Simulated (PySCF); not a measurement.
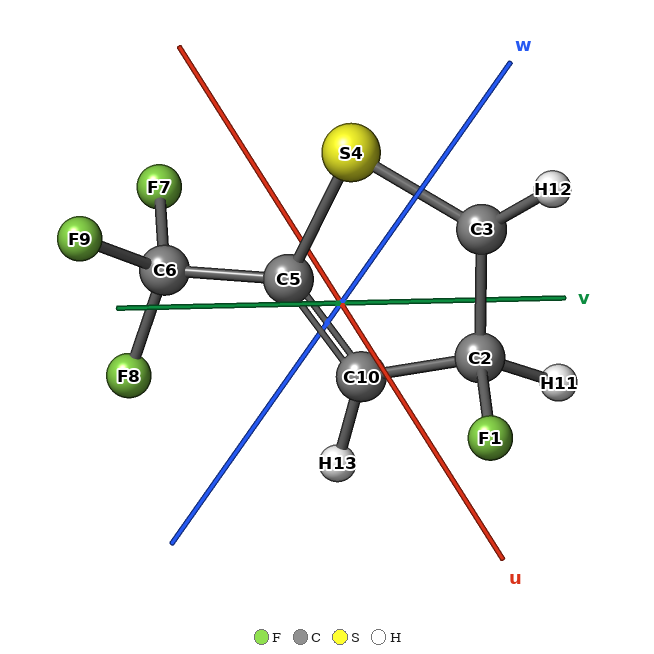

The lines u, v and w are the principal axes of the g tensor. State: neutral, doublet. Computed geometry: GFN2-xTB optimisation. No frequency run is at hand to confirm it as a minimum. Method: UKS B3LYP, pcH-1 on C F H S, non-relativistic, mean-field spin-orbit, GIAO (PySCF 2.14.0).

### Along which axis does g lie farthest from the free-electron value?

Along w (nearly parallel to the S4–C5 bond): the shift is 4686 ppm.

Give the principal values and shifts.

```csv
axis,g,shift (ppm)
u,2.00175,−574
v,2.00095,−1371
w,2.00700,4686
```
